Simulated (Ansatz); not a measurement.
**C₂H₄FGa (SMILES C=[CH][GaH][F]): density, localisation and related maps**

```xyz
8

C    -0.8371    1.1754    0.0609
C     0.3426    0.5695   -0.0650
Ga    0.4817   -1.3602   -0.0076
F     2.1105   -2.0061   -0.1996
H    -1.7621    0.6205    0.2001
H    -0.9411    2.2578    0.0316
H     1.2323    1.1796   -0.2023
H    -0.6269   -2.4367    0.1820
```

Geometry: PBE0-D4/def2-TZVP.

Computed with isolated molecule in a Gaussian basis; Hartree-Fock in Ansatz.

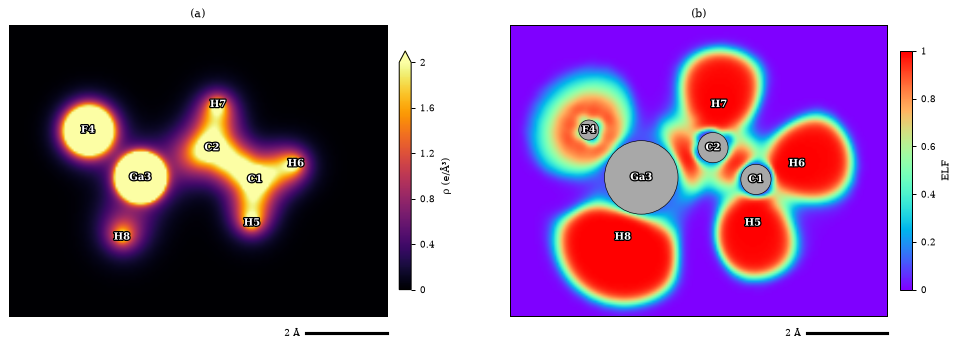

Figure 1. (a) electron density; (b) electron localisation function on the molecular plane. Grey discs cover the atomic cores in the ELF map.

Q: Describe what can be read from this map.

A: The section cuts through C, Ga, F and H sites. C–C (1.33 Å): the density is about 2.4 e/Å³ at the midpoint; the ELF peaks at about 0.95 between the atoms: a multiple bond. Ga–F (1.76 Å): the density is about 0.8 e/Å³ at the midpoint; the ELF peaks at about 0.80 in the valence shell of F, 0.5 Å from its nucleus, and is about 0.20 at the midpoint. C–Ga (1.94 Å): ρ is about 0.83 e/Å³ halfway; the ELF peaks at about 0.95 in the valence shell of C, 0.7 Å from its nucleus, and is about 0.55 at the midpoint. C–H (1.09 Å): ρ at the midpoint is about 2 e/Å³; the ELF climbs to about 1 towards the hydrogen, as it does in any bond to H: a covalent bond by its length. Ga–H (1.56 Å): ρ is about 0.98 e/Å³ halfway; the ELF climbs to about 1 towards the hydrogen. The ELF also peaks beside F4, away from the bonds: lone-pair regions.

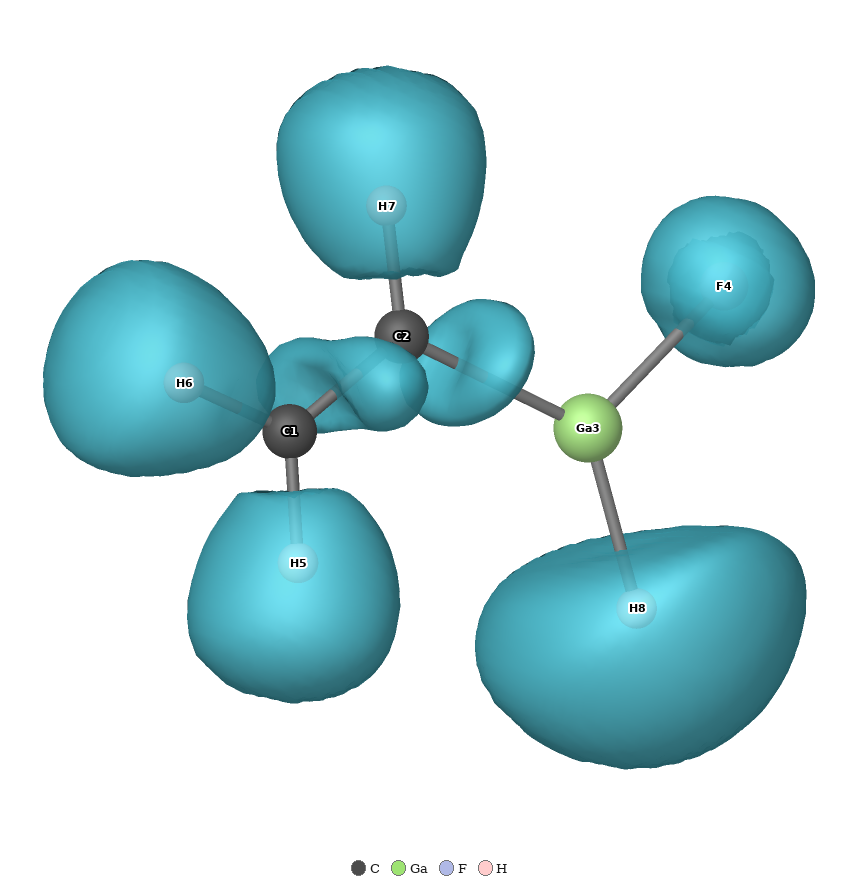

Figure 2. Isosurface of the electron localisation function at 0.8 (cyan), seen at a tilt. Only the valence region is drawn (cores and ρ < 0.01 e/Å³ removed).

Q: Describe the localisation domains.

A: At this value the surface marks out one region between bonded C–C atoms (shared pairs), four regions around hydrogen nuclei, one lobe of the valence shell of C pointing towards Ga (polar bonds) and one region wrapped around F (its valence shell).

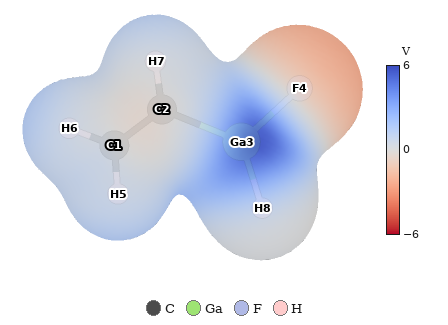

Figure 3. The electrostatic potential painted on the density surface at 0.004 e/bohr³, seen across its widest extent; red is negative and blue positive.

Q: Describe the electrostatic potential map.

A: The most negative region (about −2.3 V) lies over F4, the most positive (about +5.4 V) over Ga3.

Q: What dipole moment does the calculation give?

A: Its dipole moment is 3.16 D.
